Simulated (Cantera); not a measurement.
A closed system holds: 1 mol SiHCl3, 23 mol H2, 0.0096 mol C3H8, held at 18.0 mbar.

These are equilibrium values from Cantera (NASA tables, ideal gas, pure condensed phases), not measurements of a reactor. Candidate condensed phases: C, C6H6, C7H8, C8H18, Si, SiC; 109 gas species. Mutual solubility and eutectic melting of coexisting phases are not modelled. The tables' values for SiCl3 are old estimates; treat these amounts as uncertain. The numbers say what is thermodynamically allowed, not how fast it happens.

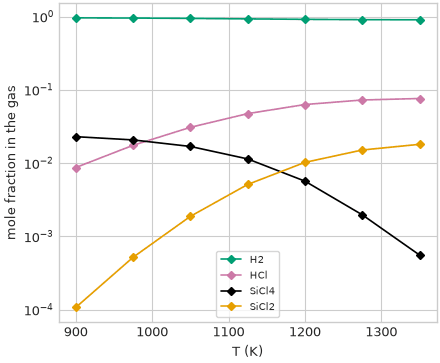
Fig. 1. Equilibrium gas composition (values under 1e-9 drawn at 1e-9)

From 900 K to 1350 K the condensed part is Si(s) + SiC(s). The main Si-bearing gas is SiCl4 at 900 K and SiCl2 at 1350 K. The share of Si in condensed phases is highest at 1275 K (49.4 %) and lowest at 900 K (25.4 %).
